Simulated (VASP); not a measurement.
Band structure of Zn2Mo (space group Fd-3m). Level of theory: PBE GGA, VASP's PBE PAW potentials (set 64) (plane waves; VASP).

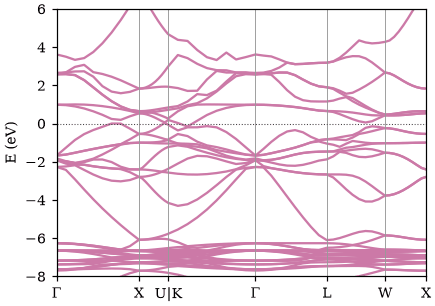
*Bands along high-symmetry lines, zero at the valence-band maximum or, without a gap, the Fermi level*

**Question.** Read the plot: is there a gap, and where are the band edges?

**Answer.** It has no gap at this level: it comes out as a metal or semimetal.

The structure was generated: Zn2Mo was put into an ordered model structure, which need not be its known phase. The cell was not relaxed at this level.
